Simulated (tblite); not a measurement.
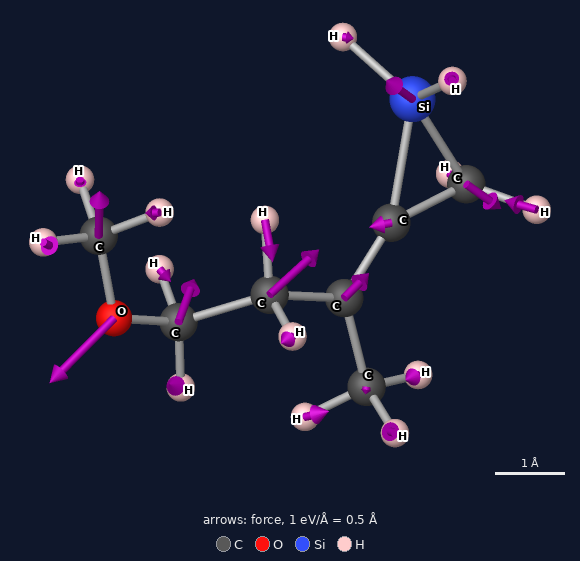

Starting geometry of C7H14OSi with the computed forces as purple arrows. The picture is a ball-and-stick view, seen at a tilt.

All numbers below come from tblite 0.8.0, GFN2-xTB geometry optimisation, gas phase. 

What follows when this structure is relaxed?

Answer. It isn't relaxed: the largest force vector, on the O atom, is 2.78 eV/Å. The final displacements have little in common with the starting forces (cosine between the two patterns 0.21). After 95 geometry steps the energy has fallen by 0.636 eV. The atom that moves furthest after the best rigid fit is an H atom (0.53 Å). Largest moves by element: H 0.53 Å, C 0.17 Å, Si 0.06 Å, O 0.05 Å. Near-neighbour distances that change, for instance: C–Si 1.850 → 1.900 Å, C–O 1.364 → 1.409 Å, C–H 1.133 → 1.092 Å, C–H 1.119 → 1.083 Å. Bond angles that change, for instance: O–C–H 114.4° → 104.6°, C–Si–H 111.7° → 119.3°, Si–C–H 113.5° → 120.9°.
